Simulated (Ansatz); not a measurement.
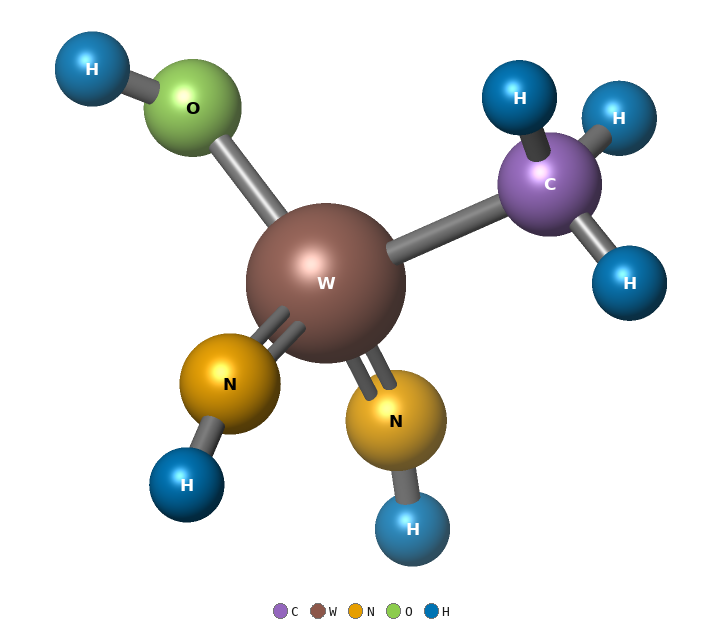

Double and triple bonds are drawn as two and three sticks.

The species is neutral and a spin singlet. Computed geometry: PBE0-D4/def2-TZVP optimisation.

What does the picture show?

The molecule is CH6N2OW. SMILES: `[CH3][W](=[NH])(=[NH])[OH]`. Coordination: 1 C tetrahedral; 1 W tetrahedral; 2 N bent; 1 O bent.

The parts below concern this one geometry. Atoms keep their numbers from picture to picture.

Geometry

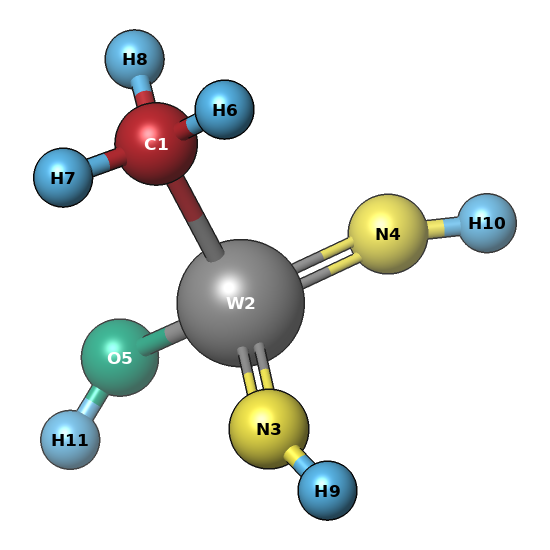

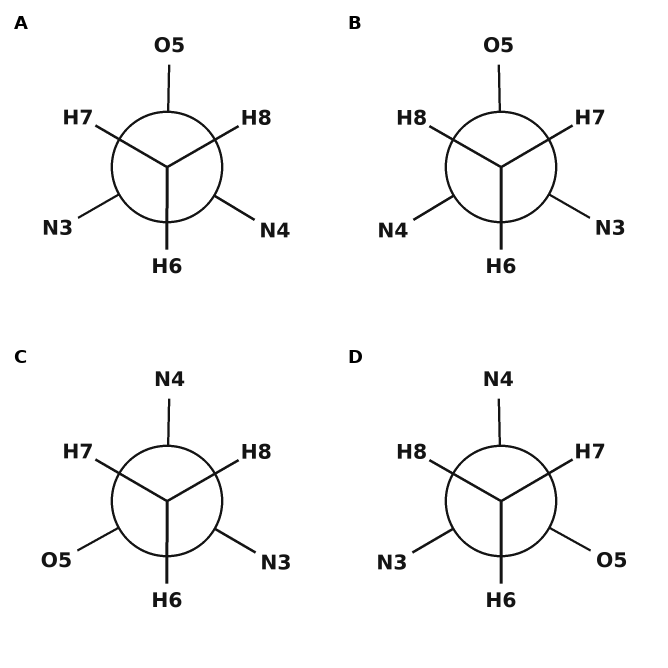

Atoms fade into the background with distance from the viewer. Bonds that would overlap in a projection are set slightly apart.

**Which Newman projection shows the view along C1–W2, with C1 in front?**

A. The torsion angle H6–C1–W2–O5 is −179°, antiperiplanar (anti).

Electronic properties

Method: RKS revPBE-D4/def2-TZVPP, core potentials on W (Ansatz 0.2.0).

Computed properties:

- HOMO energy (Kohn–Sham orbital): −6.14 eV
- LUMO energy (Kohn–Sham orbital): −1.79 eV
- HOMO–LUMO gap: 4.35 eV
- dispersion correction: −64.6 kJ/mol

Vibrations

Harmonic vibrations computed with RKS PBE0-D4/def2-TZVP, core potentials on W (Ansatz 0.2.0) at a stationary point of the same level.

**List the wavenumbers.**

27 modes: 162, 170, 208, 217, 236, 270, 339, 423, 546, 580, 629, 641, 655, 703, 725, 729, 987, 1034, 1217, 1423, 1433, 3040, 3127, 3145, 3654, 3670, 3911 cm⁻¹.

Charges

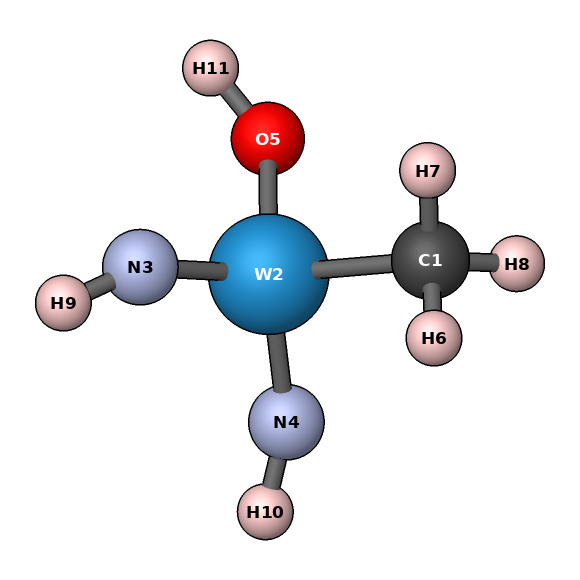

The questions are on Mulliken charges. Properties computed with RKS r2SCAN-D4/def2-TZVPP, core potentials on W (Ansatz 0.2.0).

Give the Mulliken charges atom by atom.

```json
{"atom": "C1", "value (e)": "−0.41"}
{"atom": "W2", "value (e)": "0.96"}
{"atom": "N3", "value (e)": "−0.46"}
{"atom": "N4", "value (e)": "−0.47"}
{"atom": "O5", "value (e)": "−0.45"}
{"atom": "H6", "value (e)": "0.09"}
{"atom": "H7", "value (e)": "0.08"}
{"atom": "H8", "value (e)": "0.09"}
{"atom": "H9", "value (e)": "0.18"}
{"atom": "H10", "value (e)": "0.17"}
{"atom": "H11", "value (e)": "0.22"}
```

Thermal motion

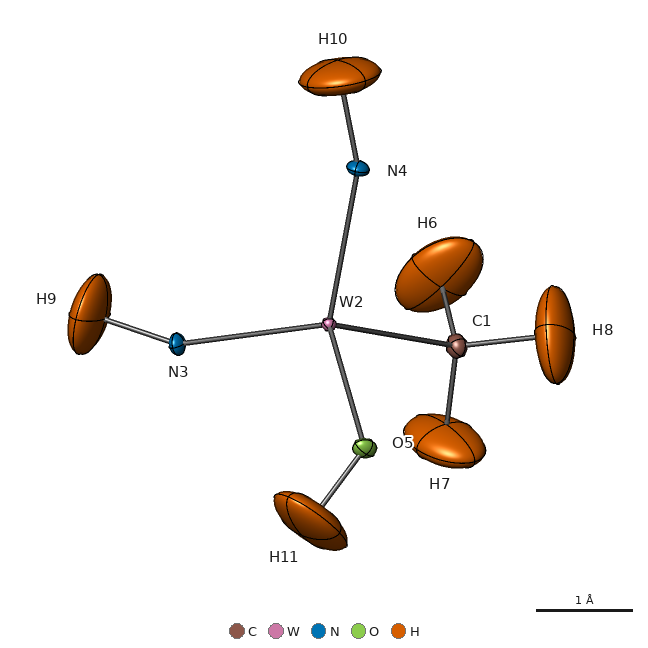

Displacement ellipsoids at the 50 % level, enlarged 1.5 times, from the internal vibrations of the free molecule (harmonic, no overall translation or rotation; no half-axis is drawn under 0.075 Å). Vibrations computed with RKS PBE0-D4/def2-TZVP, core potentials on W (Ansatz 0.2.0). Temperature: 100 K.

**Which atom has the largest mean-square displacement?**

H6, with U_eq = 0.0300 Å².

**Does H11 move more along its bond or across it?**

Across it: the root-mean-square amplitude is 0.079 Å along the bond and up to 0.229 Å across, since bending and torsion are softer than stretching.

List U_eq and the three principal root-mean-square amplitudes for each kind of atom.

| atom | U_eq (Å²) | rms amplitudes (Å) |
| --- | --- | --- |
| C1 | 0.0027 | 0.047, 0.050, 0.058 |
| W2 | 0.00008 | 0.008, 0.009, 0.009 |
| N3 | 0.0023 | 0.034, 0.051, 0.057 |
| N4 | 0.0024 | 0.034, 0.052, 0.056 |
| O5 | 0.0026 | 0.039, 0.050, 0.061 |
| H6 | 0.0300 | 0.089, 0.162, 0.236 |
| H7 | 0.0277 | 0.086, 0.156, 0.227 |
| H8 | 0.0279 | 0.086, 0.156, 0.228 |
| H9 | 0.0245 | 0.076, 0.182, 0.187 |
| H10 | 0.0256 | 0.075, 0.183, 0.194 |
| H11 | 0.0298 | 0.078, 0.175, 0.229 |

Mulliken values depend strongly on the basis set and can even reverse the polarity of a bond.
